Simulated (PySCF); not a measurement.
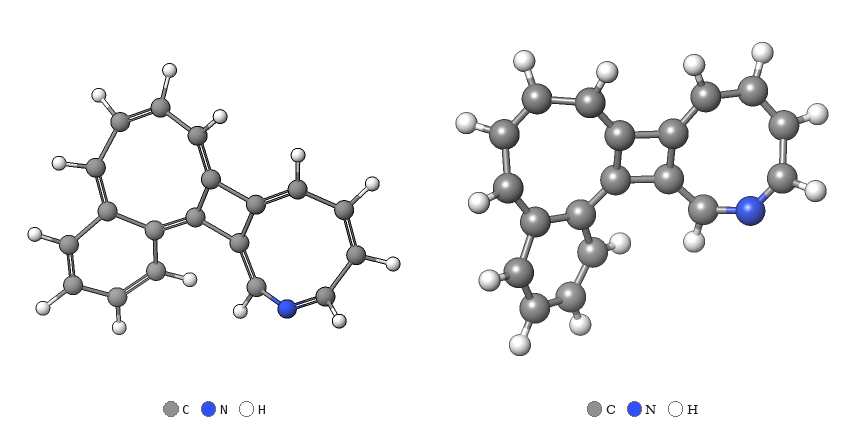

The same structure drawn twice, from different directions.

The geometry was computed by an optimisation with GFN2-xTB. No frequency run is at hand to confirm it as a minimum.

Description:

Formula C19H13N. SMILES: `c1ccc2c3ccccc4ccccc4c3c2cnc1`. Independent rings (smallest set): 1 of 4 members, 1 of 6 members, 2 of 8 members, 4 of them aromatic. The point group is C1.

The parts below concern this one geometry. Atoms keep their numbers from picture to picture.

### Geometry

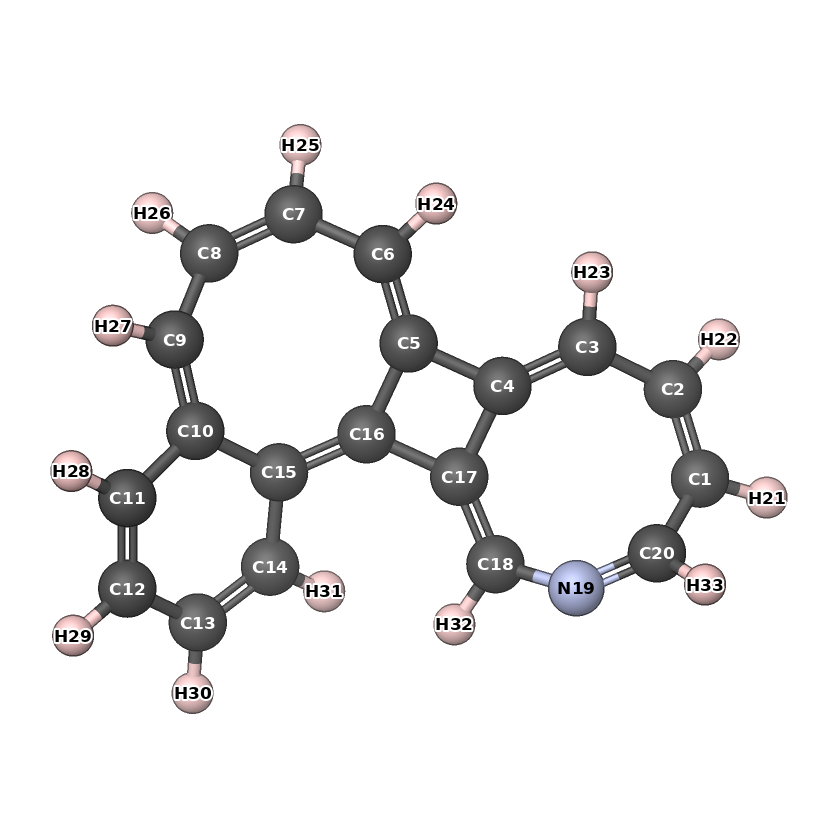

Atoms carry their numbers in the input. No frequency run is at hand to confirm it as a minimum.

Give the bond lengths. Leave out bonds to hydrogen.

| bond | length (Å) | order |
| --- | --- | --- |
| C1–C2 | 1.335 | aromatic |
| C1–C20 | 1.470 | aromatic |
| C2–C3 | 1.453 | aromatic |
| C3–C4 | 1.339 | aromatic |
| C4–C5 | 1.473 | aromatic |
| C4–C17 | 1.481 | aromatic |
| C5–C6 | 1.335 | aromatic |
| C5–C16 | 1.487 | aromatic |
| C6–C7 | 1.454 | aromatic |
| C7–C8 | 1.329 | aromatic |
| C8–C9 | 1.463 | aromatic |
| C9–C10 | 1.353 | aromatic |
| C10–C11 | 1.451 | aromatic |
| C10–C15 | 1.471 | aromatic |
| C11–C12 | 1.346 | aromatic |
| C12–C13 | 1.428 | aromatic |
| C13–C14 | 1.349 | aromatic |
| C14–C15 | 1.441 | aromatic |
| C15–C16 | 1.366 | aromatic |
| C16–C17 | 1.458 | aromatic |
| C17–C18 | 1.353 | aromatic |
| C18–N19 | 1.353 | aromatic |
| N19–C20 | 1.255 | aromatic |

### Electronic properties

No frequency run is at hand to confirm it as a minimum. Properties computed with CAM-B3LYP/6-31G*, gas phase (PySCF 2.14.0). Excitations: vertical, Tamm–Dancoff approximation.

Give the dipole moment at this level.

Answer. 1.27 D.

What is the brightest of the 6 lowest singlets?

Answer. 3.61 eV.

Give the HOMO energy (Kohn–Sham orbital) at this level.

Answer. −5.56 eV.

What is the mean static polarisability?

Answer. 232.9 bohr³.

### Ring current

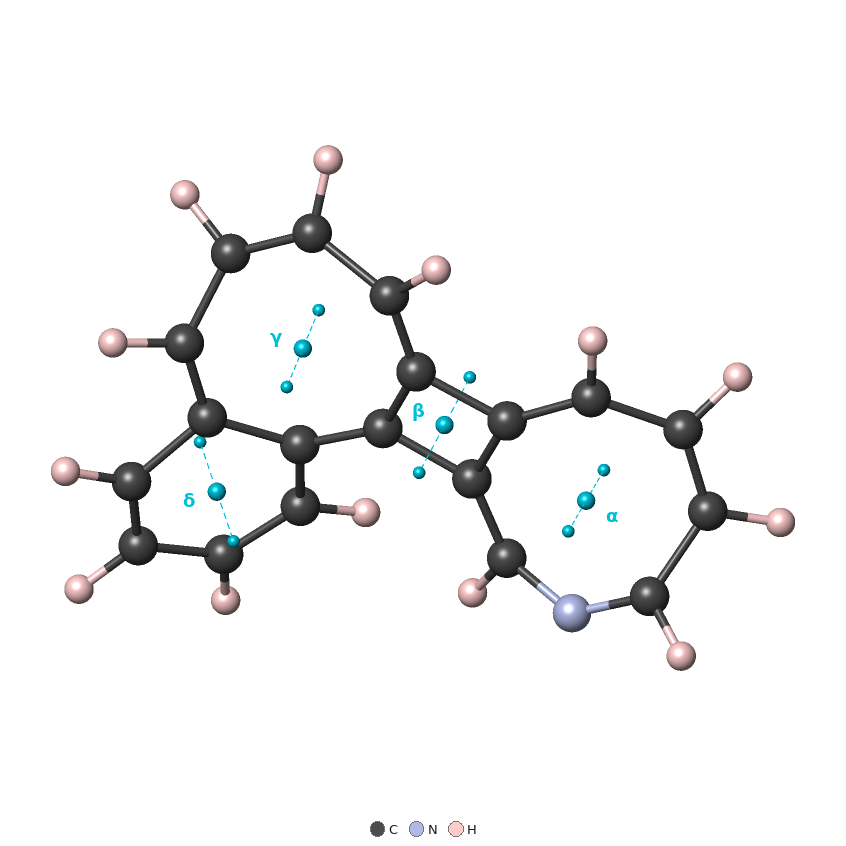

The small points mark where nucleus-independent chemical shifts (NICS) were computed: at the centre of each lettered ring and 1 Å above and below it. No frequency run is at hand to confirm it as a minimum. Properties computed with GIAO KT3/pcSseg-1 NMR shielding, non-relativistic, gas phase (PySCF 2.14.0).

Give NICS(0), NICS(1) and the out-of-plane component NICS(1)zz for each ring (means of the two sides).

```tsv
ring	members	NICS(0)	NICS(1)	NICS(1)zz
α	C7N	20.8	14.5	50.7
β	C4	9.6	−0.6	7.0
γ	C8	43.9	34.0	109.0
δ	C6	19.4	13.2	48.8
```

Values in ppm.

What do the values say about the ring currents?

Answer. Ring α: paratropic, as in an antiaromatic ring. Ring γ: paratropic, as in an antiaromatic ring. Ring δ: paratropic, as in an antiaromatic ring. NICS is one index among several.

### NMR shielding

The questions are on isotropic NMR shieldings of the H atoms. No frequency run is at hand to confirm it as a minimum. Method: GIAO KT3/pcSseg-1 NMR shielding, non-relativistic, gas phase (PySCF 2.14.0).

Which H atom is the most shielded (lowest chemical shift)?

Answer. H25 (31.07 ppm).

Which H atom is the least shielded (highest chemical shift)?

Answer. H32 (26.18 ppm).

How wide is the range of H shifts?

Answer. 4.89 ppm.

List the isotropic NMR shieldings of the H atoms.

| atom | σ (ppm) |
| --- | --- |
| H21 | 27.17 |
| H22 | 28.36 |
| H23 | 30.22 |
| H24 | 30.19 |
| H25 | 31.07 |
| H26 | 30.67 |
| H27 | 31.00 |
| H28 | 29.51 |
| H29 | 28.91 |
| H30 | 28.36 |
| H31 | 28.75 |
| H32 | 26.18 |
| H33 | 26.85 |

### Charges

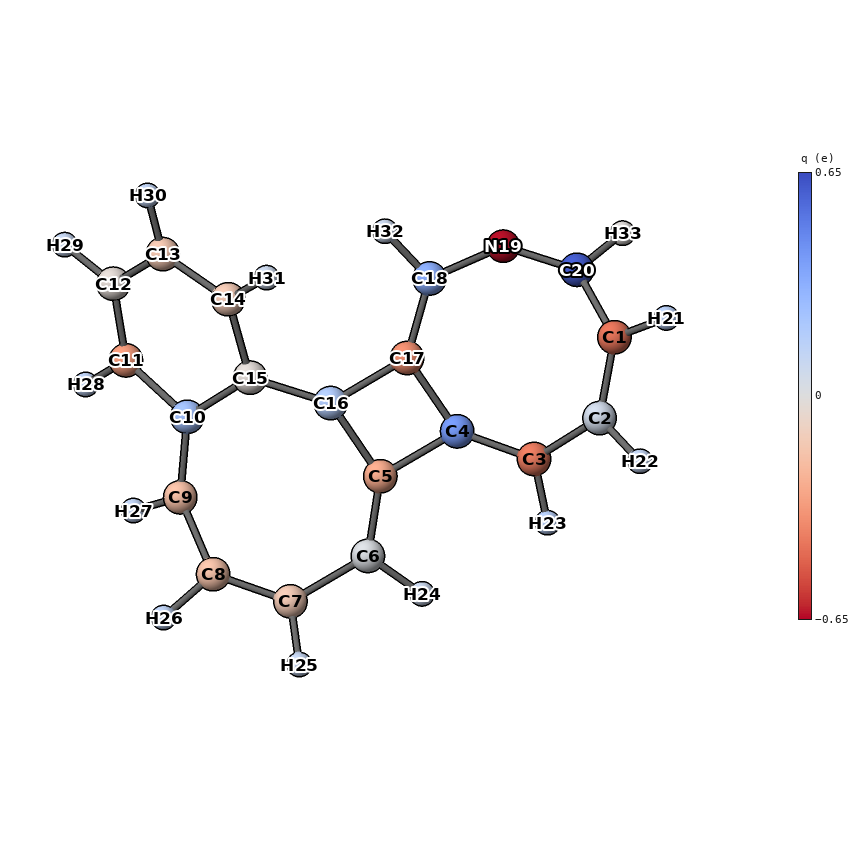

Atoms are coloured by their ESP-fitted charges. No frequency run is at hand to confirm it as a minimum. Properties computed with CAM-B3LYP/6-31G*, gas phase (PySCF 2.14.0).

Give the ESP-fitted charges atom by atom.

```json
{"atom": "C1", "value (e)": "−0.43"}
{"atom": "C2", "value (e)": "0.06"}
{"atom": "C3", "value (e)": "−0.41"}
{"atom": "C4", "value (e)": "0.40"}
{"atom": "C5", "value (e)": "−0.26"}
{"atom": "C6", "value (e)": "0.02"}
{"atom": "C7", "value (e)": "−0.13"}
{"atom": "C8", "value (e)": "−0.17"}
{"atom": "C9", "value (e)": "−0.18"}
{"atom": "C10", "value (e)": "0.24"}
{"atom": "C11", "value (e)": "−0.31"}
{"atom": "C12", "value (e)": "−0.03"}
{"atom": "C13", "value (e)": "−0.15"}
{"atom": "C14", "value (e)": "−0.14"}
{"atom": "C15", "value (e)": "−0.02"}
{"atom": "C16", "value (e)": "0.18"}
{"atom": "C17", "value (e)": "−0.35"}
{"atom": "C18", "value (e)": "0.33"}
{"atom": "N19", "value (e)": "−0.63"}
{"atom": "C20", "value (e)": "0.59"}
{"atom": "H21", "value (e)": "0.15"}
{"atom": "H22", "value (e)": "0.11"}
{"atom": "H23", "value (e)": "0.16"}
{"atom": "H24", "value (e)": "0.08"}
{"atom": "H25", "value (e)": "0.11"}
{"atom": "H26", "value (e)": "0.13"}
{"atom": "H27", "value (e)": "0.13"}
{"atom": "H28", "value (e)": "0.14"}
{"atom": "H29", "value (e)": "0.10"}
{"atom": "H30", "value (e)": "0.13"}
{"atom": "H31", "value (e)": "0.08"}
{"atom": "H32", "value (e)": "0.09"}
{"atom": "H33", "value (e)": "−0.01"}
```
